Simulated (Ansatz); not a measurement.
# B3LYP/def2-SVP run of CH7BGe (SMILES C[BH][GeH3])

Aim: the electronic atomisation energy of CH7BGe at B3LYP/def2-SVP, from 5 runs. 

The calculation is run with Ansatz 0.2.0.

69 further runs of the same task are left out: 69 set aside as unsound or not needed.

**1. The structure to begin with**

The species is CH7BGe (10 atoms), meant as a singlet with charge 0. SMILES: `C[BH][GeH3]`. Geometry: relaxed at PBE0-D4/def2-TZVP.

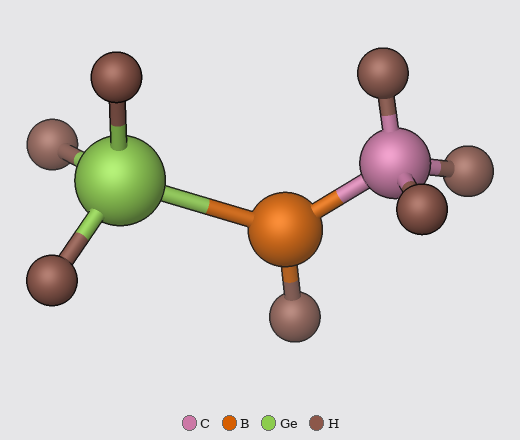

Viewed from a chosen angle; carbon pink, boron orange, germanium green, hydrogen brown.

**2. The energy at B3LYP/def2-SVP**

File molecule.yaml:

```yaml
crystal:
  periodic: [false, false, false]
  atoms:
    - {symbol: C, position_ang: [-1.211300, 0.848000, -0.579700]}
    - {symbol: B, position_ang: [-0.013900, -0.123000, -0.719700]}
    - {symbol: Ge, position_ang: [1.111300, -0.784600, 0.881600]}
    - {symbol: H, position_ang: [-1.972600, 0.748500, -1.357000]}
    - {symbol: H, position_ang: [-0.747300, 1.837300, -0.749600]}
    - {symbol: H, position_ang: [-1.677100, 0.898700, 0.405800]}
    - {symbol: H, position_ang: [0.326000, -0.481700, -1.813000]}
    - {symbol: H, position_ang: [0.918400, -2.307400, 1.048300]}
    - {symbol: H, position_ang: [0.729200, -0.128900, 2.224000]}
    - {symbol: H, position_ang: [2.620500, -0.558300, 0.662100]}
basis:
  gaussian:
    orbitals: def2-SVP
hamiltonian:
  xc: {name: B3LYP}
accuracy: high
output: {orbitals: {seedname: orbitals}}
```

On the command line:

```console
$ ansatz run molecule.yaml --threads 1 --pin off --max-ram 3480MiB --events-out events.jsonl --progress --plain --runs-dir runs
```

The program printed:

```text
Warning: RAYON_NUM_THREADS=1 ignored (pool sized by the plan → 1); use --threads N
Functional definition: B3LYP
  name "B3LYP"
  parameter a0 = 0.2
  parameter ax = 0.72
  parameter ac = 0.81
  exchange = (1 - a0 - ax)*slater_x + ax*b88_x + a0*exact_x
  correlation = (1 - ac)*vwn_rpa_c + ac*lyp_c
2179 factors; integrals over basis functions are off by at most 1.0e-8 eV
mean field evaluation 1: about -58333.0262 eV, gradient 4.6e1 eV
mean field evaluation 2: about -58331.2342 eV, gradient 5.1e1 eV
mean field evaluation 4: about -58337.9381 eV, gradient 7.0e-1 eV
mean field evaluation 8: about -58338.0463 eV, gradient 1.1e-1 eV
mean field evaluation 16: about -58338.0463 eV, gradient 7.9e-6 eV
mean field -58338.04634032 eV, -2143.8836600586 hartree, gradient 6.4e-8 eV, S^2 0.000000; 0 other end points of the search recorded, 0 dependent functions left out
reference -58338.04638392 eV, -2143.8836616608 hartree; 25, 25 occupied and 70, 70 virtual orbitals, 2179 factors
Total energy: -58338.04638392 eV, -2143.8836616608 hartree
```

Run time: 8.1 s. Hardware: 1 thread of Arm Neoverse V2, shared host; peak memory 0.34 GiB.

**3. The B atom, same level**

File run.yaml:

```yaml
basis:
  gaussian: {orbitals: def2-SVP}
crystal:
  periodic: [false, false, false]
  atoms:
    - {symbol: B, position_ang: [0.000000, 0.000000, 0.000000]}
magnetization: {spin_polarized: true, initial_magnetization: 1}
hamiltonian: {xc: {name: B3LYP}}
accuracy: high
```

Run the same way, it converges to -24.63467 Eh (log not shown).

**4. The C atom**

File input.yaml:

```yaml
crystal:
  periodic: [false, false, false]
  atoms:
    - {symbol: C, position_ang: [0.000000, 0.000000, 0.000000]}
basis:
  gaussian:
    orbitals: def2-SVP
accuracy: high
magnetization:
  spin_polarized: true
  initial_magnetization: 2
hamiltonian:
  xc: {name: B3LYP}
```

Run the same way, it converges to -37.81406 Eh (log not shown).

**5. The Ge atom at the same level**

File job.yaml:

```yaml
crystal:
  periodic: [false, false, false]
  atoms:
    - {symbol: Ge, position_ang: [0.000000, 0.000000, 0.000000]}
basis:
  gaussian:
    orbitals: def2-SVP
magnetization:
  spin_polarized: true
  initial_magnetization: 2
hamiltonian:
  xc: {name: B3LYP}
accuracy: high
```

Run the same way, it converges to -2076.70395 Eh (log not shown).

**6. The H atom**

File run.yaml:

```yaml
crystal:
  periodic: [false, false, false]
  atoms:
    - {symbol: H, position_ang: [0.000000, 0.000000, 0.000000]}
basis:
  gaussian: {orbitals: def2-SVP}
hamiltonian: {xc: {name: B3LYP}}
magnetization: {spin_polarized: true, initial_magnetization: 1}
accuracy: high
```

Run the same way, it converges to -0.50126 Eh (log not shown).

**7. Summary of results**

Level: B3LYP/def2-SVP.

| quantity | value |
| --- | --- |
| molecule: total energy | -2143.88366 Eh |
| molecule: HOMO energy | -7.60 eV |
| molecule: LUMO energy | -1.87 eV |
| molecule: HOMO–LUMO gap | 5.73 eV |
| B atom: total energy | -24.63467 Eh |
| B atom: ⟨S²⟩ | 0.752 |
| C atom: total energy | -37.81406 Eh |
| C atom: ⟨S²⟩ | 2.003 |
| Ge atom: total energy | -2076.70395 Eh |
| Ge atom: ⟨S²⟩ | 2.002 |
| H atom: total energy | -0.50126 Eh |
| H atom: ⟨S²⟩ | 0.750 |
| electronic atomisation energy | 33.257 eV |

What this shows: Taking the molecule apart into free atoms costs 33.26 eV (3209 kJ/mol), before zero-point energy and without spin-orbit coupling.
